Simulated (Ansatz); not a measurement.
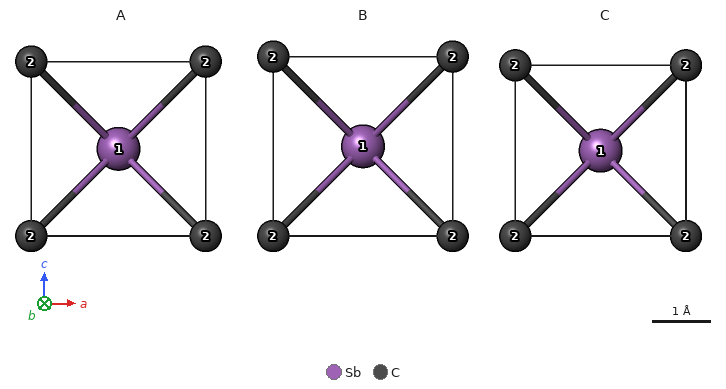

3 geometries from one relaxation of a crystal of SbC (a generated structure, set up in Pm-3m), in shuffled order. A ball-and-stick model of the cell of the calculation, seen along the b axis.

The run lets cell and atoms move.

All numbers below come from Ansatz, Kohn-Sham DFT of a periodic cell, PBEsol with D3(BJ), Ansatz PAW. Set-up: plane-wave cutoff 420 eV; k-point mesh 9 × 9 × 9; occupations fermi-dirac; smearing width 0.05 eV; no spin polarisation; cell and atoms relaxed; force threshold 0.01 eV/Å; at most 40 steps.

Put them in the order of the run, from the start to the converged end.

B, C, A. They are steps 0, 1, 4, at +34.2 meV per atom, +20.8 meV per atom relative to the last. The atoms keep their places relative to the cell (all moves are under 0.005 Å). Cell: a = b = c 3.115 → 3.028 Å (−2.8 %). Volume −8.1 %. Some distances before and after: Sb1–C2 2.697 → 2.622 Å. The space group stays Pm-3m (No. 221). Over 3 accepted moves (4 points after the start) the energy falls by 34.2 meV per atom. All forces vanish by symmetry, so only the cell relaxes. Pressure: −7.41 GPa at the start and −0.03 GPa at the end. The SCF was repeated once at an unchanged geometry on a basis and grid sized afresh for the cell, which shifted the energy by 1.3 meV per atom at most. The run took 3.5 s on 2 threads of Arm Neoverse V1, with other jobs on the host, peak memory 0.29 GiB.
